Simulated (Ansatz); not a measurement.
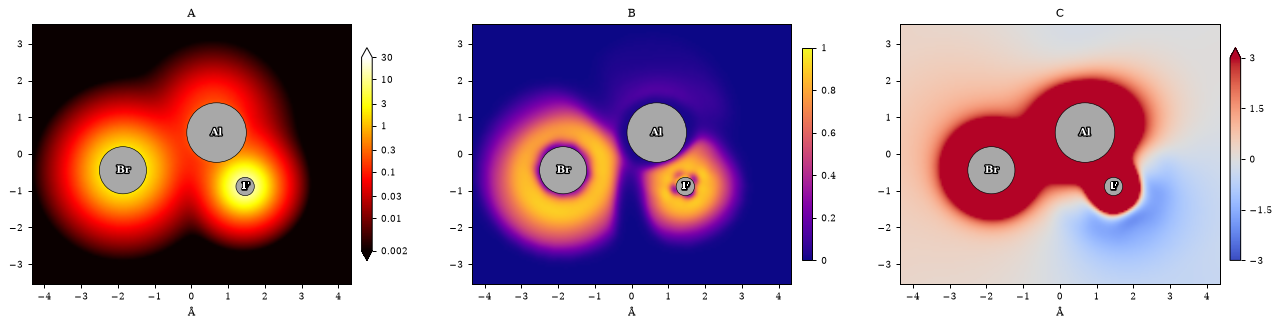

AlBrF$_{2}$H$_{2}$: 3 fields on the plane of atoms Br2, Al1 and F4, with unlabelled colour scales. Grey discs cover the atomic cores.

Computed with Ansatz 0.2.0, RKS r2SCANh/def2-SVP.

Input

```
crystal:
  periodic: [false, false, false]
  atoms:
    - { symbol: Al, position_ang: [-1.00279, -0.224606, 0.2229] }
    - { symbol: Br, position_ang: [2.633843, 0.01866, -0.445405] }
    - { symbol: F, position_ang: [-1.522488, -1.272465, -0.942376] }
    - { symbol: F, position_ang: [-1.225725, -0.616623, 1.812696] }
    - { symbol: H, position_ang: [1.504634, 0.967993, -0.479881] }
    - { symbol: H, position_ang: [-0.387374, 1.12714, -0.167934] }
basis:
  gaussian: { orbitals: def2-SVP }
hamiltonian:
  xc: r2scanh
relax:
  f_tol: 0.03
  max_steps: 50
output:
  orbitals: {}
```

Command:

```sh
ansatz run input.yaml --threads 2 --pin off --max-ram 3072MiB --backend cpu --events-out ev --progress --plain --runs-dir out
```

The fields are those of the relaxed geometry.

### Which field does each panel show? The fields are: electron density, electron localisation function and electrostatic potential.

Panel A: electron density. Panel B: electron localisation function. Panel C: electrostatic potential (strongly positive close to the atoms, with negative regions outside electron-rich atoms). From the grid: Al–F (1.66 Å): ρ at the midpoint is about 0.8 e/Å³; the ELF peaks at about 0.85 in the valence shell of F, 0.6 Å from its nucleus, and is about 0.25 at the midpoint. Al–Br (2.75 Å): ρ at the midpoint is about 0.25 e/Å³, with its minimum of 0.15 e/Å³ about 1.0 Å from Al; the ELF peaks at about 0.90 in the valence shell of Br, 1.1 Å from its nucleus, and is about 0.75 at the midpoint.
